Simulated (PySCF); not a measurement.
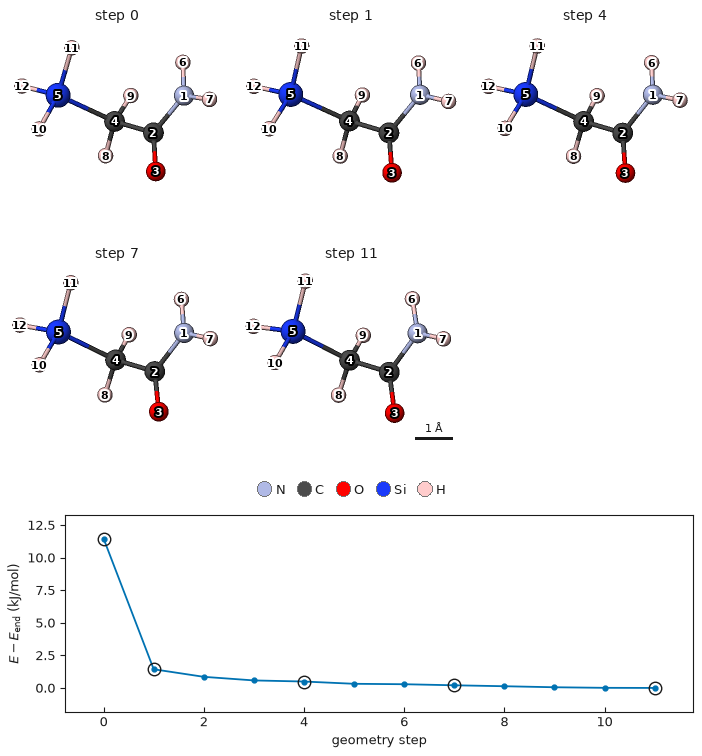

Frames of a relaxation of C2H7NOSi, marked on the history of the run. Style: ball-and-stick. Shown at a tilt.

The start comes from GFN2-xTB. Its atoms were then displaced at random by about 0.01 Å.

The calculation used PBE0-D3(BJ)/def2-SVP geometry optimisation, gas phase in PySCF. 

**What happens along the run?**

The atom that moves furthest after the best rigid fit is O3 (0.25 Å). Largest moves by element: O 0.25 Å, H 0.22 Å, N 0.08 Å, C 0.08 Å, Si 0.07 Å. Some distances before and after: Si5–H10 1.437 → 1.491 Å, N1–C2 1.331 → 1.363 Å, C4–H8 1.079 → 1.099 Å, Si5–H11 1.476 → 1.496 Å. Bond angles that change, for instance: Si5–C4–H9 112.4° → 108.4°, C2–C4–Si5 109.0° → 112.7°, H6–N1–H7 115.8° → 119.1°. Over 11 geometry steps the energy falls by 11.5 kJ/mol. From step 0 to 1: H7 moves most (0.16 Å), energy −10.0 kJ/mol. From step 1 to 4: H7 moves most (0.09 Å), energy −0.94 kJ/mol. From step 4 to 7: H6 moves most (0.11 Å), energy −0.29 kJ/mol. From step 7 to 11: H6 moves most (0.12 Å), energy −0.20 kJ/mol.

| step | E − E(0), kJ/mol |
| --- | --- |
| 0 | 0.00 |
| 1 | -10.02 |
| 2 | -10.61 |
| 3 | -10.88 |
| 4 | -10.97 |
| 5 | -11.14 |
| 6 | -11.17 |
| 7 | -11.25 |
| 8 | -11.33 |
| 9 | -11.41 |
| 10 | -11.45 |
| 11 | -11.46 |
